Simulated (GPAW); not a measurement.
Sc on a B site (antisite) in ScB2, Sc K edge of atom 9, with 3 B at 2.16 Å (trigonal planar; the defect atom itself). Method: GPAW, LDA, excited-electron core hole (neutral cell), 24-atom cell with 6.3 Å between holes, 4×4×3 k points, dipole transitions, Gaussian full width 0.9 eV up to 4 eV, rising linearly to 3.5 eV at 25 eV.

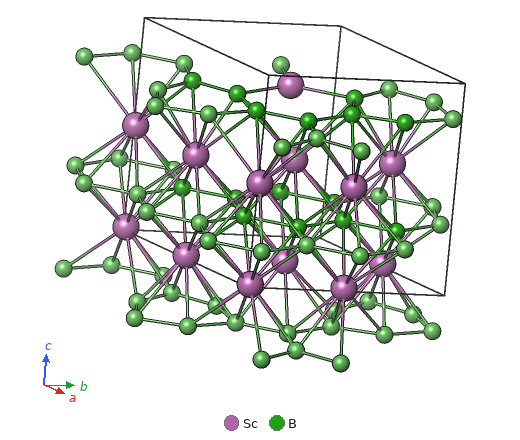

The structure (scandium purple, boron green). Some periodic images of atoms are drawn too.

```
Sc B
1.0
     3.15000   -5.45596    0.00000
    -3.15000   -5.45596    0.00000
     0.00000    0.00000   -7.04000
Sc B
9 15
Cartesian
  3.0807 -5.4976 -0.0847
  -1.5703 -8.1864 -0.1048
  3.0849 -5.4917 -3.4479
  1.5762 -8.0979 -0.0910
  -1.5764 -8.1799 -3.4262
  0.0749 -5.4996 -0.0923
  1.5739 -8.1045 -3.4440
  0.0715 -5.4971 -3.4401
  -1.5538 -4.5419 -5.3031
  0.0416 -7.2507 -5.2880
  -1.5740 -4.5457 -1.7621
  -0.0496 -1.7921 -5.2866
  -0.0196 -7.2865 -1.7662
  1.5718 -4.6016 -5.2840
  0.0216 -1.8288 -1.7649
  1.5774 -4.5222 -1.7660
  -0.2886 -8.9328 -5.2723
  -1.5805 -6.7043 -5.2933
  0.0035 -9.0942 -1.7640
  1.5713 -6.3671 -5.2841
  -1.5745 -6.3617 -1.7649
  0.3112 -3.4562 -5.2869
  1.5782 -6.3643 -1.7664
  -0.0011 -3.6374 -1.7650
```

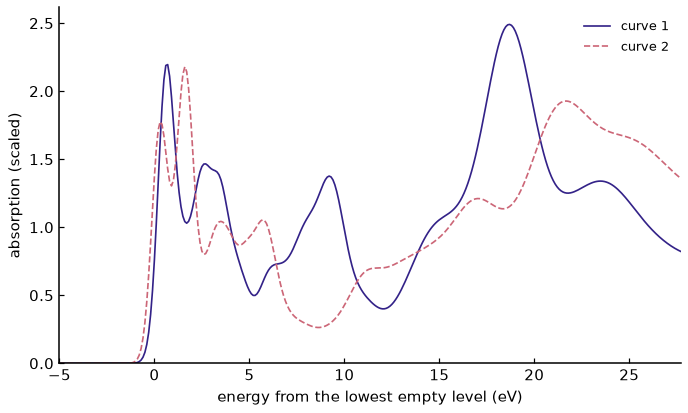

Energy from the lowest empty level; a common scale on which the isotropic spectrum has a mean of 1 over the first 20 eV.

**Question.** The curves are for the electric vector along different Cartesian axes of the cell as given, for this one atom. Which is which?

Curve 1: along z, main maxima 0.7 eV (2.20), 2.7 eV (1.47) and 18.7 eV (2.49). Curve 2: along x (the other in-plane axis gives the same curve within 3 %), main maxima 0.3 eV (1.78), 1.6 eV (2.18) and 21.7 eV (1.93). A K edge sees empty p states, which here mix into the lowest empty bands, so that weight starts at the zero. Each direction probes the empty orbitals that point along it. Quadrupole 1s→3d transitions, which feed the pre-edge, are not in the dipole spectrum. The first peak sits at the Fermi energy, where the partly filled level is cut, so its height is uncertain.

[Banner, clock and machine lines of the logs are left out without a mark of their own.]

[Logs are printed without paths, hosts, clocks, repeated set-up lines and the standing remarks that a program may print on its own settings, such as how far it seeks lower states.]

[Hosts, paths, dates, database ids (printed as entryN), source tags and the programs' standing remarks are cut or masked in the printed files.]

[Lists of maxima count a maximum above −3 eV only where it reaches 4 % of the highest in the window and stands out from its surroundings by 2 % of it (1.5 % where it reaches 55 %); shoulders and weaker maxima are passed over, and of the rest the first, up to two pre-edge ones and the few strongest are named.]
